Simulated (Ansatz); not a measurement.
# NH3S (triplet): one geometry, many settings at distance N1–H4 along a hydrogen transfer = 1.109 Å

Aim: run NH3S (triplet) at one geometry under a spread of methods and options, and see what each costs and gives.

The runs use Ansatz 0.2.0, Gaussian basis; the settings change from run to run.

7 further runs of the same task are left out: 7 that didn't finish.

### Step 1. What is computed

The geometry derives from fragments relaxed apart (PBE0/def2-TZVP) and kept rigid, so it is no stationary point. A hydrogen atom is moved between rigid fragments.

5 atoms, charge 0, spin multiplicity 3.

Atoms are counted from 1 here; the program's logs count them from 0.

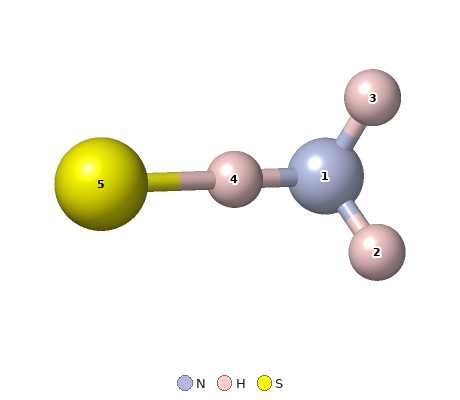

The structure; nitrogen light blue, hydrogen pink, sulfur yellow; atoms are numbered from 1 in the order of the file.

### Step 2. MRCISD+Q(relaxed)(8,5)/STO-3G

in.yaml

```yaml
crystal:
  periodic: [false, false, false]
  atoms:
    - {symbol: N, position_ang: [-1.794871, -0.011611, -0.018072]}
    - {symbol: H, position_ang: [-2.092150, 0.956222, -0.018071]}
    - {symbol: H, position_ang: [-2.092150, -0.413910, 0.862188]}
    - {symbol: H, position_ang: [-0.685871, -0.011611, -0.018072]}
    - {symbol: S, position_ang: [0.937129, -0.011610, -0.018072]}
basis:
  gaussian: {orbitals: STO-3G}
magnetization: {spin_polarized: false, initial_magnetization: 2}
correlation: {method: fic_mrcisd_q_relaxed, electrons: all, active_space: {window: {electrons: 8, orbitals: 5}}}
```

Started as:

```console
$ ansatz run in.yaml --threads 1 --pin off --events-out ev --progress --plain --max-ram 2393MiB
```

Output, shortened:

```text
Functional definition: HF
  name "HF"
  cite "Fock, Z. Phys. 61, 126 (1930) doi:10.1007/BF01340294"
  parent pbe
[...]
196 factors; integrals over basis functions are off by at most 2.9e-5 eV
[...]
mean field -12205.59036883 eV, -448.5471728083 hartree, gradient 2.3e-6 eV, S^2 2.000000; 10 other end points of the search recorded, 0 dependent functions left out
reference -12205.59036883 eV, -448.5471728083 hartree; 14, 12 occupied and 3, 5 virtual orbitals, 196 factors
state -12205.59081295 eV, -448.5471891295 hartree
contracted CI cycle   1: correlation 0.00000000 eV, 0.0000000000 hartree, residual 1.04e1 eV
contracted CI cycle   2: correlation -1.85988452 eV, -0.0683494954 hartree, residual 2.26e0 eV
contracted CI cycle   3: correlation -1.95569686 eV, -0.0718705340 hartree, residual 7.06e-1 eV
contracted CI cycle   4: correlation -1.96630790 eV, -0.0722604825 hartree, residual 2.31e-1 eV
contracted CI cycle   5: correlation -1.96797412 eV, -0.0723217149 hartree, residual 1.23e-1 eV
contracted CI cycle   6: correlation -1.96836368 eV, -0.0723360309 hartree, residual 4.50e-2 eV
contracted CI cycle   7: correlation -1.96840736 eV, -0.0723376364 hartree, residual 1.78e-2 eV
contracted CI cycle   8: correlation -1.96841267 eV, -0.0723378315 hartree, residual 5.84e-3 eV
contracted CI cycle   9: correlation -1.96841328 eV, -0.0723378537 hartree, residual 2.03e-3 eV
state -12205.59081295 eV, -448.5471891295 hartree; corrected -12207.64079535 eV, -448.6225245930 hartree
WARN: 3 active orbitals are nearly empty or full. The corrections depend on them more than the energy does, and are more stable in an active space without them
Total energy: -12207.64079535 eV, -448.6225245930 hartree
```

Run time: 0.69 s. Hardware: 1 thread of Arm Neoverse V2, shared host.

From the report: 17 determinants; active occupations 2.00, 2.00, 2.00, 1.00, 1.00. The report marks this result as in doubt.

### Step 3. BCCD(T) on ROHF/cc-pVDZ

in.yaml, as its differences from that of step 2:

```diff
@@ -9,4 +9,5 @@
 basis:
-  gaussian: {orbitals: STO-3G}
+  gaussian: {orbitals: cc-pVDZ}
 magnetization: {spin_polarized: false, initial_magnetization: 2}
-correlation: {method: fic_mrcisd_q_relaxed, electrons: all, active_space: {window: {electrons: 8, orbitals: 5}}}
+correlation: {method: bccd_t, electrons: outside_noble_gas}
+scf: {lower_state_search: light}
```

Same command.

Output, shortened:

```text
Functional definition: HF
  name "HF"
  cite "Fock, Z. Phys. 61, 126 (1930) doi:10.1007/BF01340294"
  parent pbe
[...]
457 factors; integrals over basis functions are off by at most 1.2e-3 eV
[...]
mean field -12344.15473957 eV, -453.6393195105 hartree, gradient 3.1e-6 eV, S^2 2.000000; 14 other end points of the search recorded, 0 dependent functions left out
[...]
determinant -12344.15473957 eV, -453.6393195105 hartree, with singles and doubles -12353.03008384 eV, -453.9654823967 hartree
determinant -12344.10717304 eV, -453.6375714730 hartree, with singles and doubles -12352.97266933 eV, -453.9633724521 hartree
determinant -12343.67170433 eV, -453.6215682929 hartree, with singles and doubles -12352.42301057 eV, -453.9431728655 hartree
determinant -12344.15473957 eV, -453.6393195105 hartree, with singles and doubles -12353.03112500 eV, -453.9655206584 hartree
determinant -12344.10717304 eV, -453.6375714730 hartree, with singles and doubles -12352.97541724 eV, -453.9634734361 hartree
[...]
6 core orbitals not correlated: weight in the atoms' cores, before any rotation towards them, 1.000 or more for the frozen orbitals, at most 0.000 for the correlated occupied ones
reference -12344.15473957 eV, -453.6393195105 hartree; 8, 6 occupied and 33, 35 virtual orbitals, 457 factors
second order -7.88313062 eV of doubles, -0.11102588 eV of singles
cycle   1  -8.87154235 eV  change    4.8e-3 eV  update   8.9e-3
[...]
cycle  10  -8.86928432 eV  change    5.5e-6 eV  update   1.1e-5
perturbative correction -0.20300114 eV, -0.0074601542 hartree
Total energy: -12353.22702502 eV, -453.9727198516 hartree
```

Wall time 6.5 s (1 thread of Arm Neoverse V2, shared host).

From the report: correlation -9.0723 eV; largest double amplitude 0.04.

### Step 4. CCSD/cc-pVDZ

in.yaml, as its differences from that of step 3:

```diff
@@ -10,4 +10,5 @@
   gaussian: {orbitals: cc-pVDZ}
-magnetization: {spin_polarized: false, initial_magnetization: 2}
-correlation: {method: bccd_t, electrons: outside_noble_gas}
-scf: {lower_state_search: light}
+magnetization: {spin_polarized: true, initial_magnetization: 2}
+hamiltonian: {xc: {name: PBE0}}
+correlation: {method: ccsd, electrons: valence}
+output: {forces: true}
```

Same command.

Output, shortened:

```text
Functional definition: PBE0
  name "PBE0"
  cite "Adamo & Barone, J. Chem. Phys. 110, 6158 (1999) doi:10.1063/1.478522"
  cite "Perdew, Burke & Ernzerhof, Phys. Rev. Lett. 77, 3865 (1996) doi:10.1103/PhysRevLett.77.3865"
  parent pbe
[...]
457 factors; integrals over basis functions are off by at most 1.2e-3 eV
[...]
mean field -12365.87622820 eV, -454.4375694942 hartree, gradient 2.7e-6 eV, S^2 2.007515; 7 other end points of the search recorded, 0 dependent functions left out
6 core orbitals not correlated: weight in the atoms' cores, before any rotation towards them, 1.000 or more for the frozen orbitals, at most 0.000 for the correlated occupied ones
reference -12343.98859799 eV, -453.6332139202 hartree; 8, 6 occupied and 33, 35 virtual orbitals, 457 factors
second order -8.10903430 eV of doubles, -0.20238400 eV of singles
cycle   1  -8.68099773 eV  change   -3.7e-1 eV  update   6.5e-2
[...]
cycle  19  -8.97906289 eV  change   -1.8e-8 eV  update   2.4e-8
[...]
the multipliers restart with 30 DIIS vectors
Total energy: -12352.96766088 eV, -453.9631883950 hartree
Atom 0 at    -1.794871    -0.011611    -0.018072 Å, force     0.732036    -0.606554    -0.944108 eV/Å
Atom 1 at    -2.092150     0.956222    -0.018071 Å, force     0.061145     0.614369     0.159801 eV/Å
Atom 2 at    -2.092150    -0.413910     0.862188 Å, force     0.061145    -0.110033     0.625203 eV/Å
Atom 3 at    -0.685871    -0.011611    -0.018072 Å, force    -2.981893     0.058380     0.090870 eV/Å
Atom 4 at     0.937129    -0.011610    -0.018072 Å, force     2.127566     0.043838     0.068234 eV/Å
Dipole moment:    -0.072044     0.167827     0.261225 e Å
```

It took 28 s on 1 thread of Arm Neoverse V2, shared host.

From the report: ⟨S²⟩ of the determinant 2.008 (pure triplet: 2.00); correlation -8.9791 eV; T1 0.024; largest double amplitude 0.04. The orbitals are Kohn-Sham ones, so correlation energy and T1 don't compare with those on Hartree-Fock orbitals.

### Step 5. The runs in one table

Where basis and cores are those of an earlier UCCSDT(Q)/cc-pVDZ run (-12353.2631 eV), and the state is the same kind, the miss against it is given. † marks a result that the program doubts.

```tsv
level	correlated	functions	energy (eV)	from UCCSDT(Q) (meV)	time
MRCISD+Q(relaxed)(8,5)/STO-3G †	all	17	-12207.6408		0.69 s
BCCD(T) on ROHF/cc-pVDZ	outside noble gas	47	-12353.2270	36.1	6.5 s
CCSD/cc-pVDZ (on PBE0 orbitals)	valence	47	-12352.9677	295.4	28 s
```

### Step 6. What came out

```
quantity                                    value
    runs                                        3
quickest  MRCISD+Q(relaxed)(8,5)/STO-3G †, 0.69 s
 slowest    CCSD/cc-pVDZ (on PBE0 orbitals), 28 s
```

**Reading.** Total energies in different bases, with other cores or another treatment of relativity can't be set against each other. CCSD/cc-pVDZ (on PBE0 orbitals) took 40 times as long as MRCISD+Q(relaxed)(8,5)/STO-3G †; the jobs differ in more than the method. Among the correlated runs with a miss given, it spans +36 to +295 meV. Cores frozen from Kohn-Sham orbitals shift the total energy.
